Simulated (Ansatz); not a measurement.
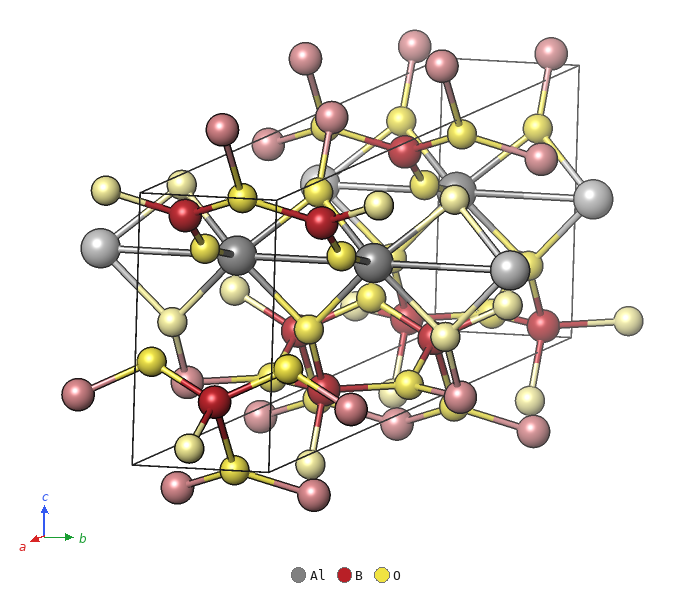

Structure drawing (ball-and-stick), viewed slightly off an axis. The wireframe shows the conventional unit cell. The bonded neighbours beyond the faces are included, in fainter colours.

AlB3O6, space group Cm (No. 8), a = 16.041 Å, b = 2.526 Å, c = 4.771 Å, α = 90.00°, β = 95.00°, γ = 90.00°. Provenance: a structure type filled with these elements by a generator (whether the compound takes this form wasn't checked). Earlier steps of the study, as a rule a relaxation of our own, may have changed the cell and positions, so they can lie some per cent off the listed ones. A calculation with Ansatz used it as input.

This one geometry was computed with Ansatz (DFT, plane waves, PAW) at four levels of theory: PBE, r2SCAN, HSE06 and PBE0. It was relaxed beforehand with r2SCAN.

> Which level gives the highest pressure at this volume, and what does that say about its equilibrium volume?

Highest: PBE (5.1 GPa), which points to the largest equilibrium volume. Lowest, with the smallest volume: HSE06 (-1.1 GPa) and PBE0 (-1.1 GPa). Levels within 0.5 GPa of each other can't be told apart.

> How does the band gap change with the level of theory?

PBE: a gap of 5.15 eV, direct; r2SCAN: a gap of 5.63 eV, direct; HSE06: a gap of 6.90 eV, direct; PBE0: a gap of 7.67 eV, direct.

> Collect the results in a table.

| level | cutoff (eV) | k-mesh of the run's cell | gap (eV) | pressure (GPa) |
| --- | --- | --- | --- | --- |
| PBE | 420 | 10×10×6 | 5.15 | 5.1 |
| r2SCAN | 500 | 10×10×6 | 5.63 | 0.0 |
| HSE06 | 420 | 6×6×4 | 6.90 | -1.1 |
| PBE0 | 420 | 6×6×4 | 7.67 | -1.1 |

Gaps are taken on the k-mesh or band path of each run.
